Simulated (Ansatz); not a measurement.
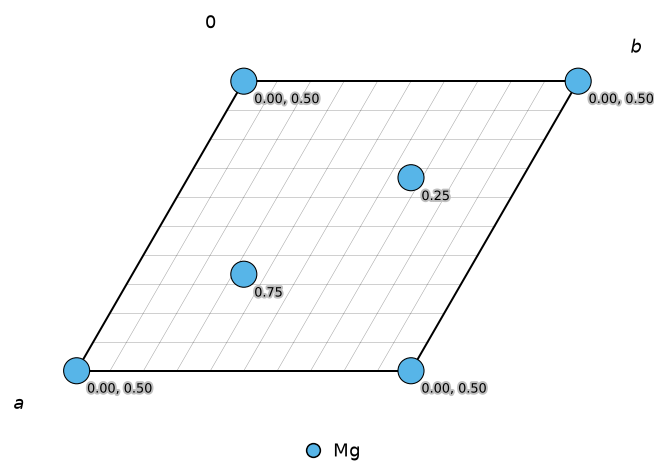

Plan of a unit cell projected along c (a down the page, b across); the numbers are heights as fractions of c, and atoms on the cell's edges are repeated. The grid marks tenths of a and b. Source: the input geometry of an electronic-structure calculation (not necessarily at equilibrium); the starting structure was generated, so it need not be a known form of this composition. Geometry calculated from the standardised cell; symmetry tolerance 0.002 Å.

a = 3.225 Å, b = 3.225 Å, c = 10.492 Å, α = 90.00°, β = 90.00°, γ = 120.00°.

Question: What does the cell contain?

Answer: 4 Mg: Mg, Z = 4.

Question: Give the fractional coordinates of all atoms, to two places.

Answer:
| atom | x | y | z |
| --- | --- | --- | --- |
| Mg | 0.00 | 0.00 | 0.00 |
| Mg | 0.00 | 0.00 | 0.50 |
| Mg | 0.33 | 0.67 | 0.25 |
| Mg | 0.67 | 0.33 | 0.75 |
